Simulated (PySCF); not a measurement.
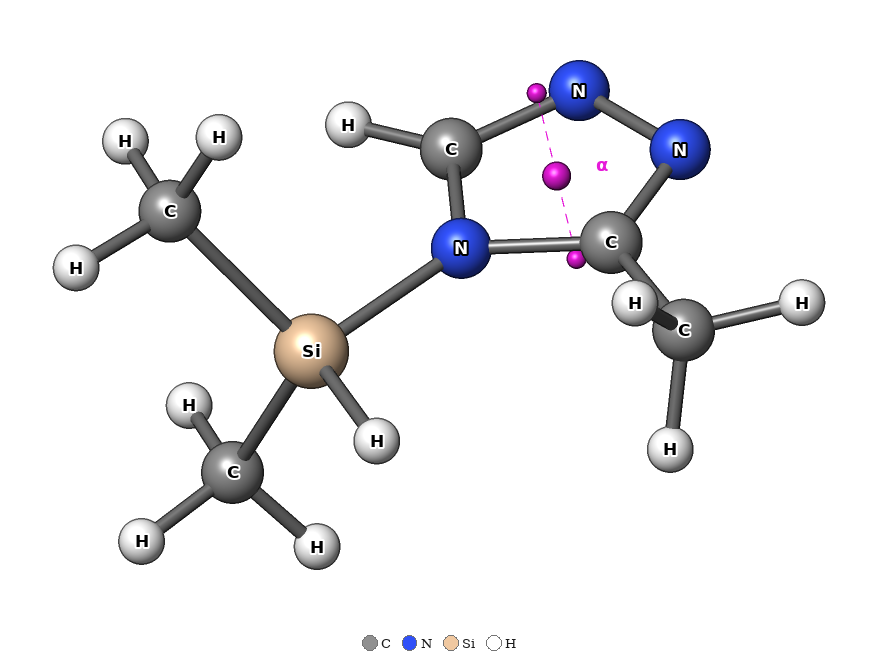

The small points mark where nucleus-independent chemical shifts (NICS) were computed: at the centre of each lettered ring and 1 Å above and below it. Computed geometry: GFN2-xTB optimisation. No frequency run is at hand to confirm it as a minimum. Level of theory: GIAO PBE0/pcSseg-1 NMR shielding, non-relativistic, gas phase (PySCF 2.14.0).

Give NICS(0), NICS(1) and the out-of-plane component NICS(1)zz for each ring (means of the two sides).

```tsv
ring	members	NICS(0)	NICS(1)	NICS(1)zz
α	C2N3	−10.6	−11.1	−28.8
```

Values in ppm.

> What do the values say about the ring currents?

Ring α: diatropic, as in an aromatic ring. NICS is one index among several.

The geometry is semi-empirical. Around Si such bond lengths and angles can be off by a tenth of an ångström or more and by several degrees, and values that hang on the shape move with them.
